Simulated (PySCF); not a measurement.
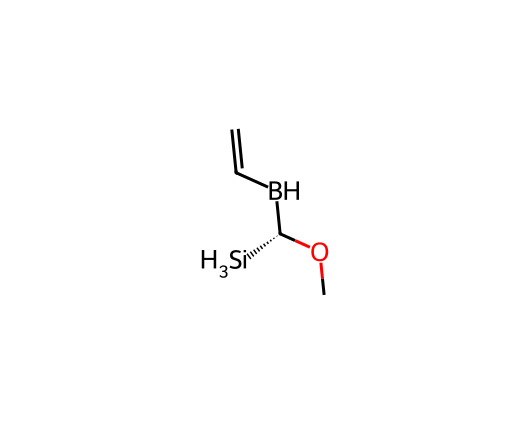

Simulated data, not a measurement (program: PySCF).

2D structure.

Question: Give its SMILES.

Answer: C=CB[C@@H]([SiH3])OC

Question: Give the formula, hydrogens included.

Answer: C4H11BOSi.

Question: An optimisation with GFN2-xTB gave a structure of which point group?

Answer: C1.
